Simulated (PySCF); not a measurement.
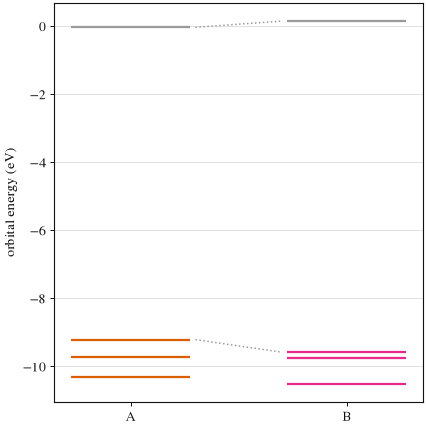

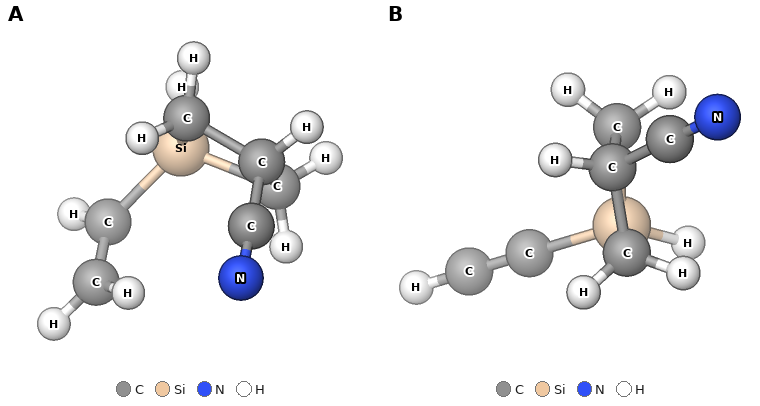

Related molecules: A is C₆H₉NSi, SMILES C=C[Si@H]1C[C@@H](C#N)C1; B is C₆H₇NSi, SMILES C#C[Si@H]1C[C@H](C#N)C1. Frontier orbital energies, CAM-B3LYP/def2-SVPD with PySCF, at a GFN2-xTB geometry (no frequency check); drawn are at most three filled levels and, in grey, the LUMO with any level within 0.03 eV of it; dotted lines join the HOMOs and the LUMOs.

> What does the change do to the frontier levels?

From A to B the HOMO falls by 0.37 eV and the LUMO rises by 0.18 eV, so the separation goes from 9.18 to 9.73 eV.

Limits of at least one run: empty levels above zero depend strongly on the basis; one conformer of a flexible molecule; the tight-binding geometry is rougher than a DFT one and adds to the error.
